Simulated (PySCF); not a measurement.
CH2Al2BrF5

```xyz
11

F    -1.5242    0.2497    1.4806
C    -2.2479   -0.2518   -0.3733
F    -3.0510   -1.1800    0.0106
F    -2.9434    0.8230   -0.5438
Al   -0.3512    0.4420    0.2570
F     0.6045   -0.5590   -0.9727
Al    2.2317   -0.3196   -0.1871
Br    3.5754   -2.0971   -0.0867
F     1.1423   -0.0121    1.2276
H    -0.1229    1.8640   -0.2031
H     2.6922    1.0436   -0.6352
```

Geometry: GFN2-xTB.

These are results of CAM-B3LYP/def2-SVPD, SCF density, gas phase (PySCF), not measurements.

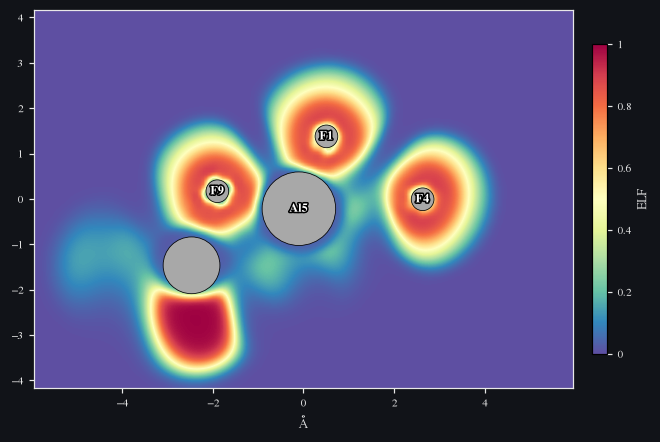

Figure 1. Electron localisation function on the plane of atoms F1, Al5 and F9. Grey discs cover the atomic cores.

Q: Read the bonding off the picture.

A:
- Atoms in the plane: F and Al.
- Al–F (1.71 Å): the ELF peaks at about 0.85 in the valence shell of F, 0.5 Å from its nucleus, and is about 0.30 at the midpoint.
- Al–F (1.84 Å): the ELF peaks at about 0.85 in the valence shell of F, 0.6 Å from its nucleus, and is about 0.30 at the midpoint.
- The ELF also peaks beside F4, F9 and F1, away from the bonds: lone-pair regions.

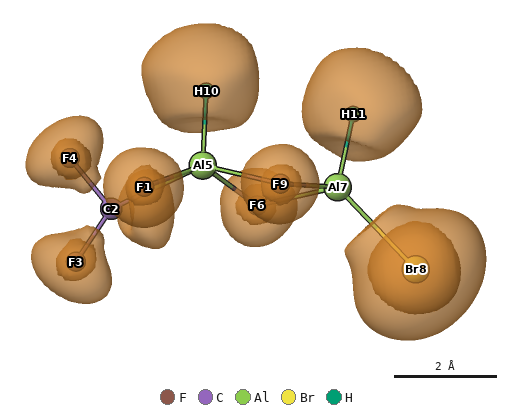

Figure 2. Isosurface of the ELF at 0.75 (orange), seen across its widest extent. Core shells and regions of very low density are left out.

Q: Where are the electrons localised?

A: The surface consists of two regions around hydrogen nuclei, one region on Br in which the atom's valence shell and bonds are merged, one region on C in which the atom's valence shell and bonds are merged, two regions on F in which the atom's valence shell and bonds are merged and three regions wrapped around F (the valence shell of each). Profiles from the grid: C–F (1.29 Å): the ELF peaks at about 0.85 between the atoms: a polar covalent bond.

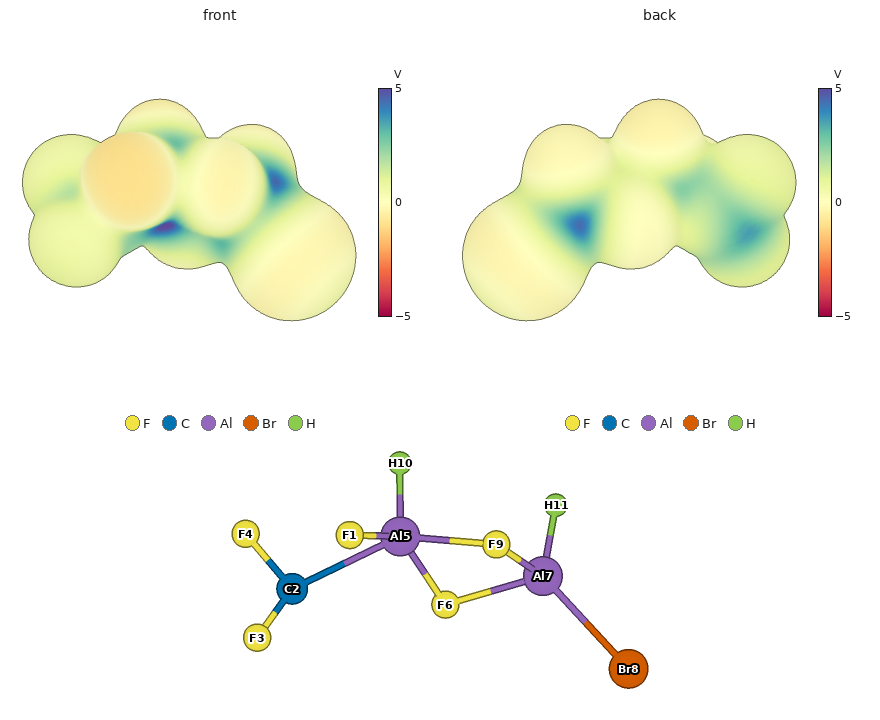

Figure 3. The electrostatic potential painted on the density surface at 0.004 e/bohr³, seen from the front and from behind; red is negative and blue positive. The bare structure is drawn below in the same view.

Q: Which sites attract a positive test charge, and which a negative one?

A: A positive charge is drawn to the negative regions and a negative charge to the positive ones. The most negative region (about −1.0 V) lies over F1, the most positive (about +4.4 V) over Al5 and Al7. Br8 shows a σ-hole: about +0.5 V at the tip opposite its bond, against about −0.2 V on its flanks.

Q: What dipole moment does the calculation give?

A: Its dipole moment is 2.63 D.
